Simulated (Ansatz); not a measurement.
**TiAl18: geometry relaxation (part 2 of 2)**

Continued. System: TiAl18 (slab, 19 atoms in the cell). Method: DFT PBEsol, scalar-relativistic, plane waves, PAW, PAW set soft_1, no spin polarisation (Ansatz 0.2.0); cutoff 420 eV, 1×3×1 k-mesh, Fermi–Dirac smearing of 0.1 eV. The input holds or restrains some coordinates. Forces given for the steps count only the free coordinates. It belongs to a series of runs on one base structure; here: start relaxed.

Geometry of the input (Å; fractional positions):
```
12.1500  0.0000  0.0000
0.0000  5.7276  0.0000
0.0000  0.0000  15.8638
Al 0.0000  0.0000  0.0630
Al 0.3333  0.0000  0.0630
Al 0.6667  0.0000  0.0630
Al 0.0000  0.5000  0.0630
Al 0.3333  0.5000  0.0630
Al 0.6667  0.5000  0.0630
Al 0.1667  0.2500  0.1533
Al 0.5000  0.2500  0.1533
Al 0.8333  0.2500  0.1533
Al 0.1667  0.7500  0.1533
Al 0.5000  0.7500  0.1533
Al 0.8333  0.7500  0.1533
Al 0.0000  0.0000  0.2436
Al 0.3333  0.0000  0.2436
Al 0.6667  0.0000  0.2436
Al 0.0000  0.5000  0.2436
Al 0.3333  0.5000  0.2436
Al 0.6667  0.5000  0.2436
Ti 0.5627  0.6486  0.3980
```

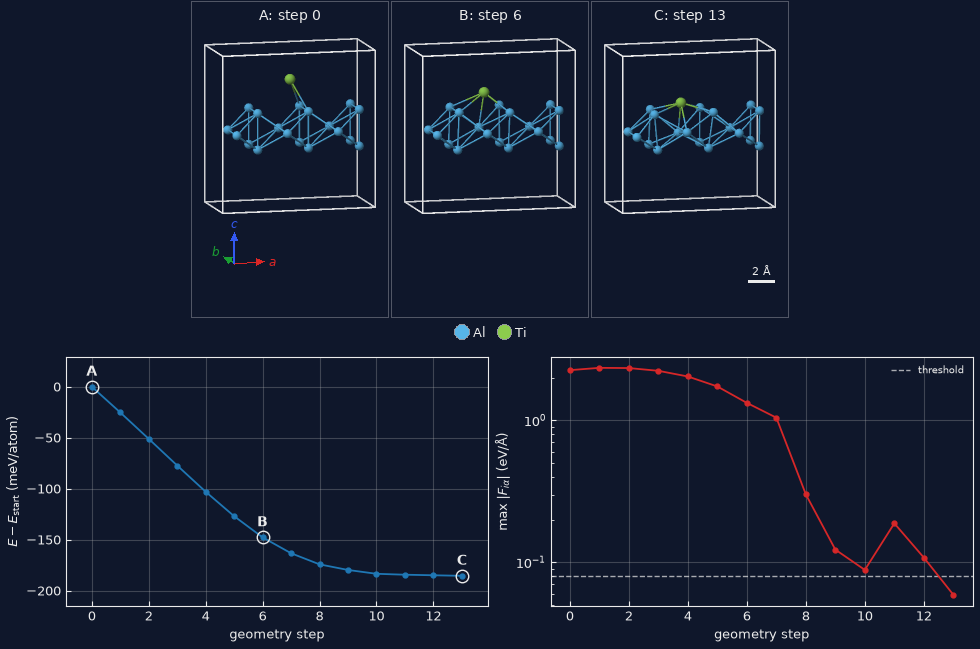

Figure 1. Frames of the restrained relaxation (ball-and-stick view of the cell of the calculation, with the vacuum cut short (origin shifted), seen slightly off an axis) above the curves, on which the letters mark them (the first geometry is step 0 here and step 1 in the log).

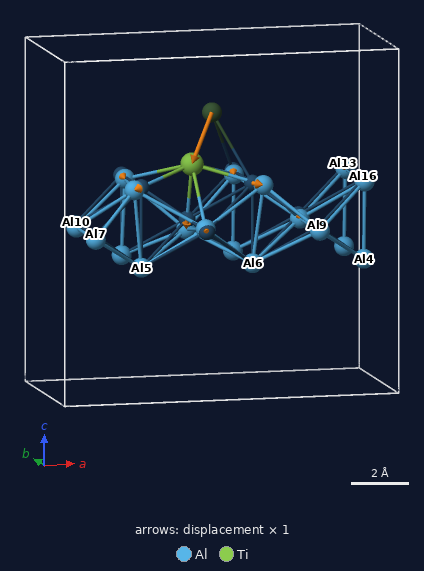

Figure 2. Start (faint) and end (solid) with the displacements as orange arrows, at true length (ball-and-stick view of the cell of the calculation, with the vacuum cut short (origin shifted), seen slightly off an axis). The atom that moves furthest is Ti19 (1.96 Å). Largest moves by element: Ti 1.96 Å, Al 0.45 Å. The lattice vectors keep their values. Distances before and after: Al8–Ti19 4.567 → 2.838 Å, Al14–Ti19 4.221 → 2.789 Å, Al11–Ti19 3.998 → 2.606 Å, Al17–Ti19 3.807 → 2.649 Å. New bonds form: Al11–Ti19 (4.00 → 2.61 Å), Al14–Ti19 (4.22 → 2.79 Å), Al17–Ti19 (3.81 → 2.65 Å), Al8–Ti19 (4.57 → 2.84 Å). Among the angles that change: Al8–Al17–Al14 120.0° → 103.2°, Al14–Al17–Al14 180.0° → 165.3°, Al15–Ti19–Al18 53.3° → 63.5°. Over 13 geometry steps the energy falls by 185 meV per atom. The largest force component goes from 2.3 to 0.059 eV/Å. (Atoms are counted from 1 in the order of the input.)

```
Free energy (F): -11905.376129 eV
Harris-Foulkes:  -11905.376129 eV  (|F-HF|=1.62e-8)
Internal energy: -11905.072973 eV  (E = F + TS)
E sigma→0 (E₀):  -11905.224551 eV
Entropy (-TS):   -0.303156 eV (-15.956 meV/atom)
Fermi energy:    -0.526016 eV
[...]
--- Per-component energies (eV) ---
  E_band       = -553.830333
  E_kinetic    = 650.519214
  E_local      = -8892.071032  (includes V_loc(G=0)·N_el)
  E_nonlocal   = 250.023204
  E_hartree    = 4157.273787
  E_xc         = -763.881261
  E_vxc        = -640.580935  (∫ρ·V_xc dr)
  E_paw        = -9238.342538  (= ΣΔE_a)
  E_vpaw       = -236.267154  (= ΣTr[D̂ρ^β])
  E_aug_tail   = -0.000124  (compensation charges beyond the density's cutoff)
  E_ewald      = 1930.921889
  E_core_change = 0.483888  (= ΣΔE_core)
  E_smearing   = -0.303156  (= −TS)
  E_closure    = -0.000000  (closes the sum)
  Σ components = -11905.376129   (vs F -11905.376129, Δ=0.00e0)
--- Forces (eV/Å), atoms counted from 1 ---
  atom   1  Al    -0.00429029    -0.29076414    -0.13802303
  atom   2  Al    -0.24779226     0.32699708     0.04246614
  atom   3  Al     0.24308586     0.32517043     0.04943487
  atom   4  Al    -0.00314027     0.01170881    -0.01725951
  atom   5  Al    -0.06992762    -0.18757220     0.03465550
  atom   6  Al     0.06472055    -0.18825820     0.03922522
  atom   7  Al    -0.01336401    -0.02422961     0.00391576
  atom   8  Al     0.00622295     0.05913658     0.03422625
  atom   9  Al     0.01332264    -0.02440104     0.00532614
  atom  10  Al    -0.05042310     0.03503171    -0.00564259
  atom  11  Al     0.00305591    -0.02381798     0.02925848
  atom  12  Al     0.04812074     0.03541243    -0.00220995
  atom  13  Al    -0.00017255    -0.00280153    -0.02178605
  atom  14  Al     0.03351797     0.01281486    -0.00613845
  atom  15  Al    -0.02210483     0.01963414    -0.01569020
  atom  16  Al     0.00094944     0.00240682    -0.00469711
  atom  17  Al     0.01958674    -0.01570387     0.00413133
  atom  18  Al    -0.00174016    -0.02246725    -0.00935468
  atom  19  Ti    -0.01962745    -0.04835870    -0.02177395
  max |Σ_I F_I| component: 6.42e-5 eV/Å
--- Relaxed structure (14 steps of the walk, 14 accepted, 0 SCFs on fresh bases) ---
  F+E_penalty+E_count = -11905.37612941 eV   max|allowed force component| = 5.914e-2 eV/Å
  atoms:
    - { symbol: Al, position: [0.0, 0.0, 0.0630367] }
    - { symbol: Al, position: [0.3333333, 0.0, 0.0630367] }
    - { symbol: Al, position: [0.6666667, 0.0, 0.0630367] }
    - { symbol: Al, position: [0.0, 0.5000000000000001, 0.0630367] }
    - { symbol: Al, position: [0.3333333, 0.5000000000000001, 0.0630367] }
    - { symbol: Al, position: [0.6666667, 0.5000000000000001, 0.0630367] }
    - { symbol: Al, position: [0.16413082555426928, 0.2215351533111471, 0.14677485002288831] }
    - { symbol: Al, position: [0.4998055525733512, 0.27491654709763985, 0.15764161908652494] }
    - { symbol: Al, position: [0.8357737559616003, 0.22154674037310831, 0.14689266126715816] }
    - { symbol: Al, position: [0.16519142243210255, 0.7240330812123736, 0.145727352737001] }
    - { symbol: Al, position: [0.49994480305344086, 0.7720363646788782, 0.12896148918245834] }
    - { symbol: Al, position: [0.8347420297457802, 0.7240207307185101, 0.14577229452500035] }
    - { symbol: Al, position: [-1.1873457697493753e-5, -0.03383788135941176, 0.23924453602056106] }
    - { symbol: Al, position: [0.33665553689153543, -0.0581467364639514, 0.23821512932689196] }
    - { symbol: Al, position: [0.662991981409225, -0.05828950235405044, 0.23833921180978887] }
    - { symbol: Al, position: [-3.274244083887238e-5, 0.47732456786534394, 0.23849535820611975] }
    - { symbol: Al, position: [0.3066352683095866, 0.44706360312305476, 0.24143909508769454] }
    - { symbol: Al, position: [0.6930616703601408, 0.44691387662471493, 0.24157043908168913] }
    - { symbol: Ti, position: [0.5000234410938101, 0.6246614755586264, 0.2843613451059686] }
```

## Trajectory as extended XYZ (Å, eV, eV/Å), 5 of the 14 frames kept, from step=1 to step=14
```
19
Lattice="12.1500 0.0000 0.0000 0.0000 5.7276 0.0000 0.0000 0.0000 15.8638" Properties=species:S:1:pos:R:3:forces:R:3 step=1 energy=-11901.85314
Al    0.0000    0.0000    1.0000   -0.0419  -0.0218   0.3073
Al    4.0500    0.0000    1.0000    0.0133  -0.0047   0.2641
Al    8.1000    0.0000    1.0000   -0.0134   0.0097   0.3076
Al    0.0000    2.8638    1.0000   -0.0070   0.0264   0.2991
Al    4.0500    2.8638    1.0000   -0.0461   0.0020   0.3200
Al    8.1000    2.8638    1.0000    0.0116  -0.0206   0.3896
Al    2.0250    1.4319    2.4319    0.0532   0.0121   0.0048
Al    6.0750    1.4319    2.4319   -0.0742  -0.0477  -0.0069
Al   10.1250    1.4319    2.4319    0.0138  -0.0325   0.0302
Al    2.0250    4.2957    2.4319    0.0753  -0.0126  -0.0137
Al    6.0750    4.2957    2.4319   -0.0787   0.0366   0.0170
Al   10.1250    4.2957    2.4319    0.0339   0.0236  -0.0346
Al    0.0000    0.0000    3.8638   -0.0379  -0.0108  -0.2784
Al    4.0500    0.0000    3.8638    0.1572   0.0061  -0.0348
Al    8.1000    0.0000    3.8638   -0.1957  -0.1207   0.4294
Al    0.0000    2.8638    3.8638   -0.0313   0.0120  -0.2658
Al    4.0500    2.8638    3.8638    0.2852  -0.0021   0.1240
Al    8.1000    2.8638    3.8638   -0.1301  -0.0565   0.3948
Ti    6.8364    3.7150    6.3138    0.0135   0.2013  -2.2577
19
Lattice="12.1500 0.0000 0.0000 0.0000 5.7276 0.0000 0.0000 0.0000 15.8638" Properties=species:S:1:pos:R:3:forces:R:3 step=4 energy=-11903.32102
Al    0.0000    0.0000    1.0000    0.0328  -0.0005   0.1671
Al    4.0500    0.0000    1.0000    0.0024  -0.0172   0.2790
Al    8.1000    0.0000    1.0000   -0.0166   0.0068   0.3907
Al    0.0000    2.8638    1.0000    0.0157   0.0129   0.1963
Al    4.0500    2.8638    1.0000   -0.0284   0.0034   0.4006
Al    8.1000    2.8638    1.0000    0.0264  -0.0404   0.3095
Al    2.0488    1.4354    2.4369    0.0918   0.0101   0.0370
Al    6.0686    1.4225    2.4239   -0.0035  -0.0006  -0.0485
Al   10.1232    1.4175    2.4336   -0.0085  -0.0627   0.0208
Al    2.0530    4.2917    2.4325    0.0995  -0.0152   0.0150
Al    6.0725    4.2970    2.4448    0.0409  -0.0233   0.1583
Al   10.1246    4.3010    2.4183    0.0095   0.0145  -0.0613
Al   -0.0022   -0.0027    3.8070    0.0131  -0.0101  -0.1020
Al    4.0920    0.0008    3.8748    0.1609  -0.0082   0.1285
Al    8.0722   -0.0171    3.9210   -0.1502  -0.2286   0.2885
Al   -0.0056    2.8659    3.8079   -0.0182   0.0069  -0.1113
Al    4.1261    2.8621    3.9064    0.2632  -0.0143   0.1763
Al    8.1318    2.8148    3.8157    0.1346  -0.1441  -0.0088
Ti    6.6909    3.8088    5.7566   -0.6650   0.5097  -2.2344
19
Lattice="12.1500 0.0000 0.0000 0.0000 5.7276 0.0000 0.0000 0.0000 15.8638" Properties=species:S:1:pos:R:3:forces:R:3 step=7 energy=-11904.65946
Al    0.0000    0.0000    1.0000    0.1101  -0.0428   0.1044
Al    4.0500    0.0000    1.0000    0.0325  -0.0180   0.3503
Al    8.1000    0.0000    1.0000    0.0152   0.0519   0.3688
Al    0.0000    2.8638    1.0000    0.0592   0.0605   0.1484
Al    4.0500    2.8638    1.0000    0.0166  -0.0109   0.3896
Al    8.1000    2.8638    1.0000    0.0799  -0.0944   0.1476
Al    2.0736    1.4358    2.4534    0.0909  -0.0042   0.0927
Al    6.0740    1.4257    2.4101    0.0429   0.0457  -0.0607
Al   10.1232    1.4013    2.4363   -0.0175  -0.0452   0.0022
Al    2.0758    4.2881    2.4395    0.0454  -0.0123   0.0191
Al    6.0906    4.2889    2.4839    0.0781  -0.0127   0.0057
Al   10.1275    4.2992    2.4001   -0.0086  -0.0334  -0.0696
Al    0.0060   -0.0066    3.7902    0.0462  -0.0207  -0.0259
Al    4.1388   -0.0082    3.9102    0.1764  -0.0739   0.1122
Al    8.0657   -0.0442    3.9318    0.0637  -0.0268  -0.1187
Al   -0.0075    2.8670    3.7874    0.0070   0.0072  -0.0422
Al    4.1649    2.8500    3.9290   -0.0613  -0.0973  -0.0618
Al    8.1861    2.7716    3.7778    0.1921  -0.1123  -0.0361
Ti    6.4199    3.9444    5.2626   -0.9662   0.4387  -1.3283
19
Lattice="12.1500 0.0000 0.0000 0.0000 5.7276 0.0000 0.0000 0.0000 15.8638" Properties=species:S:1:pos:R:3:forces:R:3 step=11 energy=-11905.33822
Al    0.0000    0.0000    1.0000    0.0037  -0.1345  -0.0810
Al    4.0500    0.0000    1.0000   -0.1684   0.3710   0.0751
Al    8.1000    0.0000    1.0000    0.1620   0.3663   0.0768
Al    0.0000    2.8638    1.0000    0.0059   0.0509   0.0283
Al    4.0500    2.8638    1.0000   -0.0584  -0.2524   0.0596
Al    8.1000    2.8638    1.0000    0.0526  -0.2481   0.0595
Al    2.0156    1.3372    2.3802    0.0248   0.0005  -0.0207
Al    6.0769    1.6103    2.6365    0.0029   0.0885  -0.0203
Al   10.1349    1.3377    2.3741   -0.0249  -0.0071  -0.0115
Al    2.0102    4.2368    2.3160    0.0294  -0.0675  -0.0006
Al    6.0735    4.4116    2.1254    0.0079   0.0557  -0.0227
Al   10.1401    4.2368    2.3140   -0.0227  -0.0605  -0.0020
Al    0.0021   -0.1097    3.7921   -0.0084  -0.0391   0.0164
Al    4.0858   -0.1633    3.8031   -0.0153  -0.0775  -0.0331
Al    8.0642   -0.1715    3.8025    0.0261  -0.0436  -0.0414
Al   -0.0006    2.8233    3.7774   -0.0015   0.0294   0.0085
Al    3.8060    2.7110    3.8332   -0.0584   0.0332  -0.0193
Al    8.3508    2.7119    3.8327    0.0377   0.0159  -0.0100
Ti    6.0759    3.8306    4.6633    0.0049  -0.0812  -0.0612
19
Lattice="12.1500 0.0000 0.0000 0.0000 5.7276 0.0000 0.0000 0.0000 15.8638" Properties=species:S:1:pos:R:3:forces:R:3 step=14 energy=-11905.37613
Al    0.0000    0.0000    1.0000   -0.0043  -0.2908  -0.1380
Al    4.0500    0.0000    1.0000   -0.2478   0.3270   0.0425
Al    8.1000    0.0000    1.0000    0.2431   0.3252   0.0494
Al    0.0000    2.8638    1.0000   -0.0031   0.0117  -0.0173
Al    4.0500    2.8638    1.0000   -0.0699  -0.1876   0.0347
Al    8.1000    2.8638    1.0000    0.0647  -0.1883   0.0392
Al    1.9942    1.2689    2.3284   -0.0134  -0.0242   0.0039
Al    6.0726    1.5746    2.5008    0.0062   0.0591   0.0342
Al   10.1547    1.2689    2.3303    0.0133  -0.0244   0.0053
Al    2.0071    4.1469    2.3118   -0.0504   0.0350  -0.0056
Al    6.0743    4.4219    2.0458    0.0031  -0.0238   0.0293
Al   10.1421    4.1469    2.3125    0.0481   0.0354  -0.0022
Al   -0.0001   -0.1938    3.7953   -0.0002  -0.0028  -0.0218
Al    4.0904   -0.3330    3.7790    0.0335   0.0128  -0.0061
Al    8.0554   -0.3339    3.7810   -0.0221   0.0196  -0.0157
Al   -0.0004    2.7339    3.7834    0.0009   0.0024  -0.0047
Al    3.7256    2.5606    3.8301    0.0196  -0.0157   0.0041
Al    8.4207    2.5597    3.8322   -0.0017  -0.0225  -0.0094
Ti    6.0753    3.5778    4.5110   -0.0196  -0.0484  -0.0218
```
